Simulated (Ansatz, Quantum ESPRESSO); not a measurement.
# H-SiC-H chair, 1 layer: the dipole at a withheld member of a series

How the rows were computed: Quantum ESPRESSO 7.5, PBE, GBRV ultrasoft. Cell and atoms are relaxed without a field with a D3(BJ) correction and then held. Sawtooth field with dipole correction, 17 Å of vacuum in the starting cell, Fermi-Dirac smearing of 0.002 Ry; bands along a path at each field. The series steps the field along the normal.

```tsv
field along the normal	dipole (e Å)
0 V/Å	−0.0820
0.05 V/Å	−0.0741
0.1 V/Å	−0.0662
0.2 V/Å	−0.0504
0.3 V/Å	−0.0345
```

One more run was made and is withheld. What is the dipole at 0.4 V/Å?

By hand: The rows at 0.2 V/Å and 0.3 V/Å give a slope of (−0.0345 − (−0.0504))/(0.3 − (0.2)) = 0.159, so a straight line gives −0.0186 e Å. A parabola through these and the row at 0.1 V/Å gives −0.0185 e Å.

**Check.** −0.0187 e Å. The line misses by +0.0001 and the parabola by +0.0002 e Å. Both misses are under 5 % of the step from the nearer row.

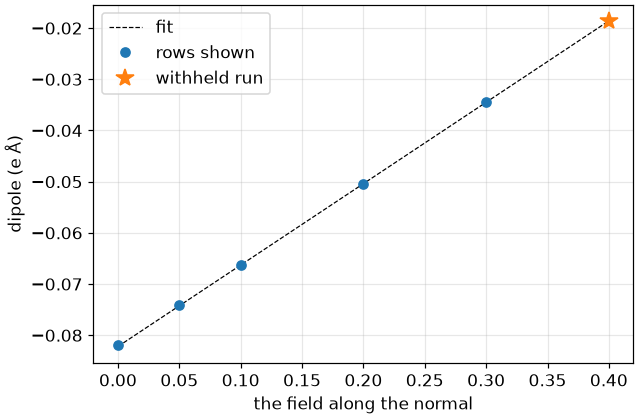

The rows shown, the fit and the withheld run.

Caveats: Ions are held; semilocal gaps are too small; in strong fields empty levels can belong to the vacuum; one stacking. Members without a usable value, or on the other side of zero field or charge, are not listed.

[Logs are printed without paths, hosts, clocks, repeated set-up lines and the standing remarks that a program may print on its own settings, such as how far it seeks lower states.]
